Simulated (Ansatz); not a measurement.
**One shape, several levels: S2F2 (Difluorodisulfane)**

Wanted: a comparison of 6 runs (UHF/STO-3G, BLYP/STO-3G, PBE/STO-3G, PBE0/STO-3G, CCSDT/STO-3G, FCI/STO-3G) of S2F2 (Difluorodisulfane). 

Program for the calculation: Ansatz 0.2.0.

40 further runs of the same task are left out: 7 that didn't finish, 33 set aside as unsound or not needed.

## Step 1: The molecule

S2F2 has 4 atoms, charge 0, and is taken as a singlet. SMILES: `FSSF`. The S3–S2 distance was set to 2.835 Å, away from the relaxed value.

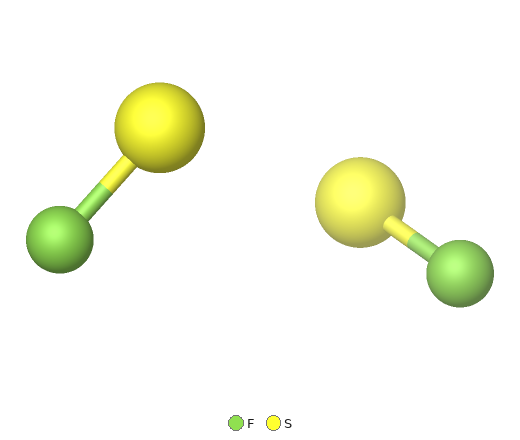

The structure, seen from a chosen angle (fluorine green, sulfur yellow).

## Step 2: A single-point energy at UHF/STO-3G (run 1)

run.yaml

```yaml
crystal:
  periodic: [false, false, false]
  atoms:
    - {symbol: F, position_ang: [-2.540109, 0.320360, -0.845423]}
    - {symbol: S, position_ang: [-1.224029, 1.284440, -0.856203]}
    - {symbol: S, position_ang: [1.044990, -0.276390, -0.184720]}
    - {symbol: F, position_ang: [1.206410, -0.287820, 1.438680]}
basis:
  gaussian:
    orbitals: STO-3G
accuracy: high
hamiltonian:
  xc: hf
magnetization:
  spin_polarized: true
  initial_magnetization: 0
```

The run is started by

```
$ ansatz run run.yaml --threads 1 --pin off --max-ram 3480MiB --events-out events.jsonl --progress --plain --runs-dir runs
```

The log of the run:

```text
Warning: RAYON_NUM_THREADS=1 ignored (pool sized by the plan → 1); use --threads N
Functional definition: HF
  name "HF"
  exchange = exact_x
  correlation = 0
493 factors; integrals over basis functions are off by at most 2.6e-8 eV
mean field evaluation 1: about -26726.5243 eV, gradient 1.0e1 eV
mean field evaluation 2: about -26726.6528 eV, gradient 1.0e1 eV
mean field evaluation 4: about -26727.7609 eV, gradient 1.1e0 eV
mean field evaluation 8: about -26727.7865 eV, gradient 7.5e-5 eV
mean field evaluation 16: about -26727.7865 eV, gradient 4.7e-7 eV
mean field evaluation 32: about -26729.7599 eV, gradient 1.6e-1 eV
mean field evaluation 64: about -26729.1825 eV, gradient 6.7e-1 eV
mean field evaluation 96: about -26728.6903 eV, gradient 2.7e0 eV
mean field evaluation 128: about -26721.0603 eV, gradient 2.4e-1 eV
mean field -26729.76990506 eV, -982.3009259221 hartree, gradient 1.3e-8 eV, S^2 0.901626; 6 other end points of the search recorded, 0 dependent functions left out
reference -26729.76990506 eV, -982.3009259221 hartree; 25, 25 occupied and 3, 3 virtual orbitals, 493 factors
Total energy: -26729.76990506 eV, -982.3009259221 hartree
```

It took 1.5 s on 1 thread of Arm Neoverse V2, shared host.

## Step 3: The energy at BLYP/STO-3G (run 2)

in.yaml

```yaml
crystal:
  periodic: [false, false, false]
  atoms:
    - {symbol: F, position_ang: [-2.540109, 0.320360, -0.845423]}
    - {symbol: S, position_ang: [-1.224029, 1.284440, -0.856203]}
    - {symbol: S, position_ang: [1.044990, -0.276390, -0.184720]}
    - {symbol: F, position_ang: [1.206410, -0.287820, 1.438680]}
basis:
  gaussian: {orbitals: STO-3G}
total_charge: 0
hamiltonian: {xc: {name: BLYP}}
accuracy: high
```

The run is started by

```
$ ansatz run in.yaml --threads 1 --pin off --max-ram 3480MiB --events-out events.jsonl --progress --plain --runs-dir runs
```

The log of the run:

```text
Warning: RAYON_NUM_THREADS=1 ignored (pool sized by the plan → 1); use --threads N
Functional definition: BLYP
  name "BLYP"
  parameter beta = 0.0042
  parameter a = 0.04918
  parameter b = 0.132
  parameter c = 0.2533
  parameter d = 0.349
  exchange = b88_x(beta = beta)
  correlation = lyp_c(a = a, b = b, c = c, d = d)
493 factors; integrals over basis functions are off by at most 2.6e-8 eV
mean field evaluation 1: about -26778.0362 eV, gradient 7.2e0 eV
mean field evaluation 2: about -26778.0580 eV, gradient 8.0e0 eV
mean field evaluation 4: about -26778.3032 eV, gradient 4.1e-1 eV
mean field evaluation 8: about -26778.2670 eV, gradient 1.3e-2 eV
mean field evaluation 16: about -26778.2670 eV, gradient 2.1e-6 eV
mean field -26778.26697860 eV, -984.0831605023 hartree, gradient 3.2e-8 eV, S^2 0.000000; 0 other end points of the search recorded, 0 dependent functions left out
reference -26778.26701050 eV, -984.0831616747 hartree; 25, 25 occupied and 3, 3 virtual orbitals, 493 factors
Total energy: -26778.26701050 eV, -984.0831616747 hartree
```

It took 1.2 s on 1 thread of Arm Neoverse V2, shared host; peak memory 0.1 GiB.

Run 3 isn't shown in full; the table further down has it.

## Step 4: The energy at PBE0/STO-3G (run 4)

in.yaml: that of step 3 with these lines changed.

```diff
@@ -9,4 +9,4 @@
   gaussian: {orbitals: STO-3G}
-total_charge: 0
-hamiltonian: {xc: {name: BLYP}}
+magnetization: {spin_polarized: false}
+hamiltonian: {xc: pbe0}
 accuracy: high
```

The run is started by

```
$ ansatz run in.yaml --threads 1 --pin off --max-ram 3480MiB --events-out events.jsonl --progress --plain --runs-dir runs
```

The log of the run:

```text
Warning: RAYON_NUM_THREADS=1 ignored (pool sized by the plan → 1); use --threads N
Functional definition: PBE0
  name "PBE0"
  parameter a = 0.25
  parameter kappa = 0.804
  parameter beta = 0.06672455060314922
  exchange = (1 - a)*pbe_x(kappa = kappa, mu = beta*pi^2/3) + a*exact_x
  correlation = pbe_c(beta = beta)
493 factors; integrals over basis functions are off by at most 2.6e-8 eV
mean field evaluation 1: about -26769.5164 eV, gradient 9.7e0 eV
mean field evaluation 2: about -26769.1899 eV, gradient 1.4e1 eV
mean field evaluation 4: about -26769.9508 eV, gradient 7.3e-2 eV
mean field evaluation 8: about -26769.9610 eV, gradient 4.1e-3 eV
mean field evaluation 16: about -26769.9610 eV, gradient 1.4e-6 eV
mean field -26769.96095481 eV, -983.7779197581 hartree, gradient 1.0e-8 eV, S^2 0.000000; 0 other end points of the search recorded, 0 dependent functions left out
reference -26769.96095576 eV, -983.7779197930 hartree; 25, 25 occupied and 3, 3 virtual orbitals, 493 factors
Total energy: -26769.96095576 eV, -983.7779197930 hartree
```

It took 1.2 s on 1 thread of Arm Neoverse V2, shared host; peak memory 0.1 GiB.

Run 5 isn't shown in full; the table further down has it.

## Step 5: A single-point energy at FCI/STO-3G (run 6)

input.yaml

```yaml
crystal:
  periodic: [false, false, false]
  atoms:
    - {symbol: F, position_ang: [-2.540109, 0.320360, -0.845423]}
    - {symbol: S, position_ang: [-1.224029, 1.284440, -0.856203]}
    - {symbol: S, position_ang: [1.044990, -0.276390, -0.184720]}
    - {symbol: F, position_ang: [1.206410, -0.287820, 1.438680]}
basis:
  gaussian:
    orbitals: STO-3G
accuracy: high
correlation:
  method: fci
  frozen_orbitals: {F: 1, S: 5}
```

The run is started by

```
$ ansatz run input.yaml --threads 1 --pin off --max-ram 3480MiB --events-out events.jsonl --progress --plain --runs-dir runs
```

The log of the run:

```text
Warning: RAYON_NUM_THREADS=1 ignored (pool sized by the plan → 1); use --threads N
Functional definition: HF
  name "HF"
  exchange = exact_x
  correlation = 0
493 factors; integrals over basis functions are off by at most 2.6e-8 eV
mean field evaluation 1: about -26726.5243 eV, gradient 1.5e1 eV
mean field evaluation 2: about -26726.6528 eV, gradient 1.5e1 eV
mean field evaluation 4: about -26727.7615 eV, gradient 1.5e0 eV
mean field evaluation 8: about -26727.7865 eV, gradient 1.4e-2 eV
mean field -26727.78650692 eV, -982.2280373850 hartree, gradient 4.9e-8 eV, S^2 0.000000; 0 other end points of the search recorded, 0 dependent functions left out; unrestricted orbitals would lower it
mean field evaluation 16: about -26729.6092 eV, gradient 3.8e0 eV
unrestricted determinant -26729.76990503 eV, -982.3009259212 hartree, S^2 0.9016
12 core orbitals not correlated: weight in the atoms' cores, before any rotation towards them, 1.000 or more for the frozen orbitals, at most 0.000 for the correlated occupied ones
reference -26727.78650692 eV, -982.2280373850 hartree; 13, 13 occupied and 3, 3 virtual orbitals, 493 factors
state -26732.85707104 eV, -982.4143771794 hartree
Total energy: -26732.85707104 eV, -982.4143771794 hartree
```

It took 1.3 s on 1 thread of Arm Neoverse V2, shared host.

## Step 6: All runs side by side

```tsv
run	level	frozen core orbitals	energy (Eh)	wall time
1	UHF/STO-3G	–	-982.300926	1.5 s
2	BLYP/STO-3G	–	-984.083162	1.2 s
3	PBE/STO-3G	–	-983.657943	1.3 s
4	PBE0/STO-3G	–	-983.777920	1.2 s
5	CCSDT/STO-3G	12	-982.413089	0.8 s
6	FCI/STO-3G	12	-982.414377	1.3 s
```

## Step 7: Results

| quantity | value |
| --- | --- |
| run 6: total energy | -982.41438 Eh |
| run 6: correlation energy (12 core orbitals frozen) | -186.3 mEh |

What this shows: Against full CI in this basis: UHF +113.5 mEh; CCSDT +1.3 mEh. Totals of different functionals can't be ranked against each other. In run 5 the log says that unrestricted orbitals would lower the reference, so the values rest on an unstable closed-shell determinant (other closed-shell runs at this shape may share the fault). In runs 1, 2, 3, 4, 5, 6 the basis is minimal, so the values are rough. Spin contamination of the reference: run 1 ⟨S²⟩ = 0.90. Where it is this large, the reference is a mixture of spin states, and values that rest on it are in doubt. All runs together took 7.3 s, the longest 1.5 s.
